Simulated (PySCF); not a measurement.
SMILES [CH3][Ge]([Br])([Br])[Br] (CH₃Br₃Ge), singlet at its PBE0/def2-SVP optimised geometry (Å):

```
8

C     -1.4729    -2.0371    -1.5424
Ge    -0.7911    -1.0927     0.0000
Br     1.5091    -1.0927     0.0000
Br    -1.5091     1.0927     0.0000
Br    -1.5107    -2.0871     1.9455
H     -1.1072    -3.0729    -1.5169
H     -2.5712    -2.0262    -1.5119
H     -1.1178    -1.5363    -2.4537
```

Computed with PBE0/def2-TZVP (PySCF). Cells within 0.4 Å of a nucleus heavier than hydrogen are left out (blank, or x).

Map of the deformation density (molecule minus spherical neutral atoms) (e/bohr³) on the plane z = 0.0 Å:

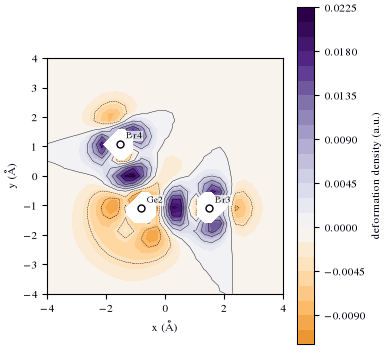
Figure: Deformation density (molecule minus spherical neutral atoms) (e/bohr³) on the plane z = 0.0 Å.
